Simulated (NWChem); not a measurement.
# the pair ZrO2···ZnH2O, step by step

We compute the energy (singlet ZrZnH2O3, B97-D/3-21G), then the energy (singlet ZrO2, B97-D/3-21G), then the energy (singlet ZnH2O, B97-D/3-21G), then a single-point energy (singlet ZrO2, B97-D/3-21G), then the energy (singlet ZnH2O, B97-D/3-21G) of H2O3ZnZr and its partners. 

The results are computed with NWChem 7.3.0.

## (1) The system as given

ZrZnH2O3: 7 atoms, total charge 0, spin state singlet. The two molecules were placed rigidly side by side, at 1.1 times their contact distance; the pair isn't optimised.

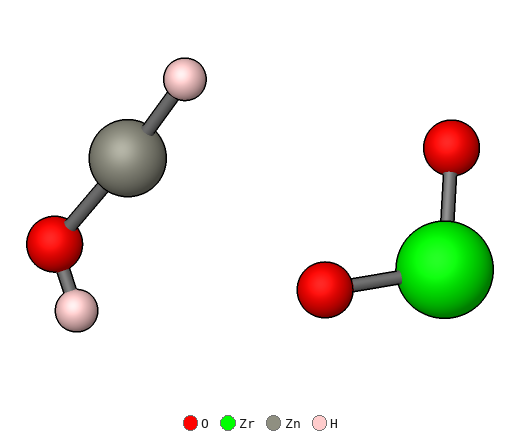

The structure, seen from a chosen angle (oxygen red, zirconium green, zinc grey, hydrogen pink).

## (2) The energy at B97-D/3-21G (run 1)

File a.nw:

```
START a
memory 2200 mb

GEOMETRY units angstrom noautosym nocenter noautoz
 O        0.654500       1.252500       0.388370
 Zr       0.348500      -0.481700       0.351770
 O       -1.003000      -0.770800      -0.740130
 O       -1.088520       4.661610       0.593210
 Zn      -0.814130       3.820040      -0.944620
 H       -0.552910       4.404920       1.344480
 H       -0.656440       3.162380      -2.299380
END

BASIS spherical bse
 O library 3-21G
 Zr library 3-21G
 Zn library 3-21G
 H library 3-21G
END

DFT
 xc becke97-d
 grid fine
 convergence energy 1e-08
 maxiter 100
 mulliken
 print low
END

TASK dft energy
```

Command:

```console
$ nwchem a.nw > a.out
```

Log:

```text
[...]
 d= 0,ls=0.0,diis     1  -5522.3243667269 -6.08D+03  8.31D-02  4.84D+00     2.6
[...]
 d= 0,ls=0.5,diis    67  -5523.0777782232 -9.46D-09  1.31D-06  2.69D-08   116.4
         Total DFT energy =    -5523.077778230385
      One electron energy =    -8783.273153342241
           Coulomb energy =     2910.993553321849
    Exchange-Corr. energy =     -212.616143933478
 Nuclear repulsion energy =      561.821739713946
    Dispersion correction =       -0.003773990461
[...]
      Total Density - Mulliken Population Analysis
     ---------------------------------------------
    Atom       Charge   Shell Charges
 -----------   ------   -------------------------------------------------------
    1 O    8     8.45   1.98  0.44  2.06  1.52  2.44
    2 Zr  40    39.06   2.00  2.00  6.00  2.00  6.00  2.00  5.90  0.05  0.38  0.03  0.02  9.79  1.58  1.31
    3 O    8     8.42   1.98  0.45  2.06  1.52  2.41
    4 O    8     8.67   1.98  0.43  2.13  1.47  2.66
    5 Zn  30    29.66   2.00  2.00  6.00  2.00  5.97  0.96  0.66  0.16  0.17  5.09  4.66
    6 H    1     0.64   0.45  0.19
    7 H    1     1.09   0.43  0.67
[...]
```

Run time: 2 min. Hardware: 1 thread of AMD EPYC 7R43 (Zen 3), shared host; peak memory 0.11 GiB.

## (3) ZrO2: the energy at B97-D/3-21G (run 2)

File o2zr.nw:

```
start o2zr
memory total 2200 mb

geometry units angstroms noautosym nocenter noautoz
  O        0.654500       1.252500       0.388370
  Zr       0.348500      -0.481700       0.351770
  O       -1.003000      -0.770800      -0.740130
end

basis spherical bse
  * library 3-21G
end

dft
  xc becke97-d
  grid fine
  convergence energy 1e-08
  maxiter 100
  mulliken
  noprint "final vectors analysis"
end

task dft energy
```

Command:

```console
$ nwchem o2zr.nw > o2zr.out
```

Log:

```text
[...]
          Wavefunction type:  closed shell.
          No. of atoms     :     3
          No. of electrons :    56
[...]
          Charge           :     0
          Spin multiplicity:     1
[...]
          AO basis - number of functions:    54
[...]
              XC Information
              --------------
                   Becke 97-D Method XC Functional
                  Becke 1997-D Exchange Functional  1.000
                Becke 1997-D Correlation Potential  1.000
[...]
 d= 0,ls=0.0,diis     1  -3675.0517268336 -3.88D+03  1.05D-01  4.05D+00     1.0
[...]
 d= 0,ls=0.0,diis    13  -3675.7028976170 -9.72D-09  6.60D-07  4.13D-09     8.1
         Total DFT energy =    -3675.702897616995
      One electron energy =    -5489.015731747260
           Coulomb energy =     1740.401515803313
    Exchange-Corr. energy =     -131.256395186917
 Nuclear repulsion energy =      204.168232570059
    Dispersion correction =       -0.000519056190
[...]
      Total Density - Mulliken Population Analysis
     ---------------------------------------------
    Atom       Charge   Shell Charges
 -----------   ------   -------------------------------------------------------
    1 O    8     8.44   1.98  0.44  2.06  1.52  2.43
    2 Zr  40    39.11   2.00  2.00  6.00  2.00  6.00  2.00  5.90  0.06  0.39  0.03  0.02  9.79  1.59  1.33
    3 O    8     8.44   1.98  0.44  2.06  1.52  2.43
[...]
```

Wall time 9 s (1 thread of AMD EPYC 7R43 (Zen 3), shared host); peak memory 0.1 GiB.

## (4) ZnH2O: a single-point energy at B97-D/3-21G (run 3)

File geom.nw:

```
echo
start geom
title "H2OZn"
memory total 2200 mb
charge 0

geometry units angstroms noautosym nocenter noautoz
O     -1.088520     4.661610     0.593210
Zn    -0.814130     3.820040    -0.944620
H     -0.552910     4.404920     1.344480
H     -0.656440     3.162380    -2.299380
end

basis spherical bse
O library 3-21G
Zn library 3-21G
H library 3-21G
end

dft
xc becke97-d
grid fine
convergence energy 1e-08
iterations 100
mulliken
noprint "final vectors analysis"
end

task dft
```

Command:

```console
$ nwchem geom.nw > geom.out
```

Log:

```text
[...]
          Wavefunction type:  closed shell.
          No. of atoms     :     4
          No. of electrons :    40
[...]
          Charge           :     0
          Spin multiplicity:     1
[...]
          AO basis - number of functions:    40
[...]
              XC Information
              --------------
                   Becke 97-D Method XC Functional
                  Becke 1997-D Exchange Functional  1.000
                Becke 1997-D Correlation Potential  1.000
[...]
 d= 0,ls=0.0,diis     1  -1847.2347718667 -1.94D+03  6.11D-02  9.01D-01     0.6
[...]
 d= 0,ls=0.0,diis    11  -1847.3568671599 -1.05D-10  3.04D-07  6.70D-10     4.2
         Total DFT energy =    -1847.356867159866
      One electron energy =    -2767.882828660415
           Coulomb energy =      907.310887162348
    Exchange-Corr. energy =      -81.368518265403
 Nuclear repulsion energy =       94.584379424300
    Dispersion correction =       -0.000786820697
[...]
      Total Density - Mulliken Population Analysis
     ---------------------------------------------
    Atom       Charge   Shell Charges
 -----------   ------   -------------------------------------------------------
    1 O    8     8.66   1.98  0.43  2.13  1.48  2.65
    2 Zn  30    29.63   2.00  2.00  6.00  2.00  5.97  0.97  0.67  0.16  0.11  5.09  4.66
    3 H    1     0.64   0.45  0.19
    4 H    1     1.07   0.43  0.64
[...]
```

Wall time 5.1 s (1 thread of AMD EPYC 7R43 (Zen 3), shared host); peak memory 0.11 GiB.

## (5) ZrO2 among ghost functions: the energy at B97-D/3-21G (with ghost functions) (run 4)

File o2zr.nw:

```
start o2zr
title "O2Zr"
memory stack 880 mb heap 220 mb global 1100 mb

geometry noautosym nocenter noautoz
  O        0.654500       1.252500       0.388370
  Zr       0.348500      -0.481700       0.351770
  O       -1.003000      -0.770800      -0.740130
  bqO     -1.088520     4.661610     0.593210
  bqZn    -0.814130     3.820040    -0.944620
  bqH     -0.552910     4.404920     1.344480
  bqH     -0.656440     3.162380    -2.299380
end

basis spherical bse
  O library 3-21G
  Zr library 3-21G
  bqO library O 3-21G
  bqZn library Zn 3-21G
  bqH library H 3-21G
end

dft
  xc becke97-d
  grid fine
  convergence energy 1e-08
  maxiter 100
  mulliken
  print low
end

task dft energy
```

Command:

```console
$ nwchem o2zr.nw > o2zr.out
```

Log:

```text
[...]
 d= 0,ls=0.0,diis     1  -3675.0606574839 -3.88D+03  6.09D-02  4.02D+00     2.4
[...]
 d= 0,ls=0.0,diis    15  -3675.7098206189 -4.42D-10  9.29D-08  3.92D-10    26.2
         Total DFT energy =    -3675.709820618932
      One electron energy =    -5488.655611072162
           Coulomb energy =     1740.017793709620
    Exchange-Corr. energy =     -131.239716770258
 Nuclear repulsion energy =      204.168232570059
    Dispersion correction =       -0.000519056190
[...]
      Total Density - Mulliken Population Analysis
     ---------------------------------------------
    Atom       Charge   Shell Charges
 -----------   ------   -------------------------------------------------------
    1 O    8     8.42   1.98  0.45  2.06  1.52  2.41
    2 Zr  40    39.07   2.00  2.00  6.00  2.00  6.00  2.00  5.90  0.06  0.39  0.03  0.01  9.79  1.58  1.32
    3 O    8     8.43   1.98  0.44  2.06  1.52  2.42
    4 X    0    -0.00   0.00  0.00  0.00 -0.00 -0.00
    5 X    0     0.07  -0.00 -0.00  0.00 -0.00 -0.00 -0.00  0.00  0.03  0.04 -0.00 -0.00
    6 X    0    -0.00   0.00 -0.00
    7 X    0    -0.00   0.00 -0.00
[...]
```

Run time: 27 s. Hardware: 1 thread of AMD EPYC 7R43 (Zen 3), shared host; peak memory 0.12 GiB.

## (6) ZnH2O among ghost functions: the energy at B97-D/3-21G (with ghost functions) (run 5)

File mymol.nw:

```
start mymol
memory total 2200 mb
geometry noautosym nocenter noautoz
   O    -1.088520    4.661610    0.593210
   Zn   -0.814130    3.820040   -0.944620
   H    -0.552910    4.404920    1.344480
   H    -0.656440    3.162380   -2.299380
   bqO      0.654500     1.252500     0.388370
   bqZr     0.348500    -0.481700     0.351770
   bqO     -1.003000    -0.770800    -0.740130
end
basis "ao basis" spherical bse
   O library 3-21G
   Zn library 3-21G
   H library 3-21G
   bqO library O 3-21G
   bqZr library Zr 3-21G
end
dft
   xc becke97-d
   grid fine
   convergence energy 1e-08
   iterations 100
   mulliken
   print low
end
task dft
```

Command:

```console
$ nwchem mymol.nw > mymol.out
```

Log:

```text
[...]
 d= 0,ls=0.0,diis     1  -1847.2368959634 -1.94D+03  2.58D-02  9.02D-01     2.1
[...]
 d= 0,ls=0.0,diis    11  -1847.3587648789 -1.40D-10  6.42D-08  8.84D-11    17.9
         Total DFT energy =    -1847.358764878881
      One electron energy =    -2767.847363691206
           Coulomb energy =      907.270944578089
    Exchange-Corr. energy =      -81.365938369367
 Nuclear repulsion energy =       94.584379424300
    Dispersion correction =       -0.000786820697
[...]
      Total Density - Mulliken Population Analysis
     ---------------------------------------------
    Atom       Charge   Shell Charges
 -----------   ------   -------------------------------------------------------
    1 O    8     8.66   1.98  0.43  2.13  1.48  2.65
    2 Zn  30    29.62   2.00  2.00  6.00  2.00  5.97  0.98  0.66  0.15  0.12  5.09  4.66
    3 H    1     0.64   0.45  0.19
    4 H    1     1.07   0.43  0.65
    5 X    0     0.00  -0.00 -0.00  0.00  0.00 -0.00
    6 X    0     0.01  -0.00 -0.00 -0.00 -0.00 -0.00 -0.00 -0.00 -0.00 -0.00  0.00  0.01 -0.00 -0.00 -0.00
    7 X    0    -0.00  -0.00 -0.00 -0.00 -0.00 -0.00
[...]
```

Run time: 19 s. Hardware: 1 thread of AMD EPYC 7R43 (Zen 3), shared host; peak memory 0.11 GiB.

## (7) What came out

| quantity | value |
| --- | --- |
| run 1, B97-D/3-21G: total energy | -5523.07778 Eh |
| run 1, B97-D/3-21G: dispersion energy | -9.91 kJ/mol |
| ZrO2: total energy | -3675.70290 Eh |
| ZrO2: dipole moment | 6.47 D |
| ZrO2: dispersion energy | -1.36 kJ/mol |
| ZnH2O: total energy | -1847.35687 Eh |
| ZnH2O: dipole moment | 1.56 D |
| ZnH2O: dispersion energy | -2.07 kJ/mol |
| ZrO2 among ghost functions: total energy | -3675.70982 Eh |
| ZrO2 among ghost functions: dispersion energy | -1.36 kJ/mol |
| ZnH2O among ghost functions: total energy | -1847.35876 Eh |
| ZnH2O among ghost functions: dispersion energy | -2.07 kJ/mol |
| interaction energy of the rigid parts ZrO2 and ZnH2O (parts in their own basis; closest atoms 3.24 Å apart) | -0.490 eV |
| interaction energy of the rigid parts ZrO2 and ZnH2O (parts in the whole basis, counterpoise; closest atoms 3.24 Å apart) | -0.250 eV |

What this shows: The interaction energy of the rigid parts ZrO2 and ZnH2O (parts in their own basis; closest atoms 3.24 Å apart) is −0.49 eV (−47.3 kJ/mol): the parts attract. Without counterpoise this holds the superposition error of the basis. The interaction energy of the rigid parts ZrO2 and ZnH2O (parts in the whole basis, counterpoise; closest atoms 3.24 Å apart) is −0.25 eV (−24.1 kJ/mol): the parts attract. The basis-set superposition error is 23.2 kJ/mol. Mulliken charges (run 1, B97-D/3-21G) run from -0.67 on O4 to +0.94 on Zr2; they depend strongly on the basis. Relativity is left out (run 1, B97-D/3-21G) although the molecule holds a heavy atom. Relativity is left out (ZrO2) although the molecule holds a heavy atom.
